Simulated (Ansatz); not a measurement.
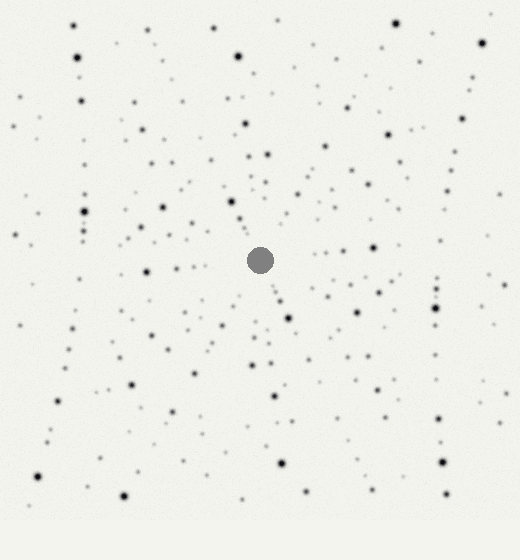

Simulated back-reflection Laue pattern (white X-rays, 0.45 to 2.2 Å, flat plate covering ±45° about the beam, kinematic intensities, seen from the source).

> What symmetry does the pattern show?

2: a twofold rotation only.

The crystal is Na₄BeAs₂, space group R-3m (No. 166), a = 5.03 Å, c = 23.99 Å (hexagonal axes). Structure: the end point of a relaxation with Ansatz, DFT, PAW plane waves, r2scan; the starting structure was generated, so it need not be a known form of this composition.

> Which direction points towards the source?

[100] or one equivalent to it by a rotation of the Laue group. The opposite direction would give the mirror image. In Laue class -3m no other family of directions with a member of indices 0 and ±1 has this symmetry.
